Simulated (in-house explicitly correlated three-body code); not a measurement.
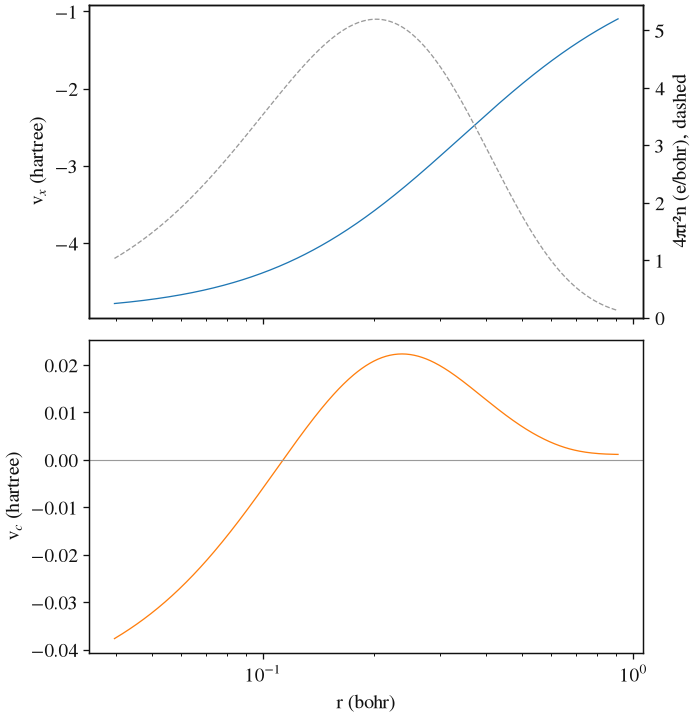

Two electrons around a point charge Z = 5.2. Computed variationally in 260 exponentially correlated functions with an in-house code, non-relativistic, converged to about 10⁻⁷ hartree. The plot shows the exact exchange and correlation potentials of the ground state, from inverting its density, with the radial density dashed.

> Describe the exact correlation potential.

The exchange potential, minus half the Hartree potential for two paired electrons, rises from −4.78 hartree at 0.040 bohr to −1.10 at 0.91 bohr, tending to −1/r far out. The correlation potential is −0.038 hartree at the inner end, crosses zero near 0.11 bohr and has a positive maximum of 0.022 hartree near 0.24 bohr; the density peaks at 0.20 bohr. The LDA correlation potential, by contrast, is negative everywhere. The Kohn-Sham level equals minus the binding of the second electron, −283.7 eV.
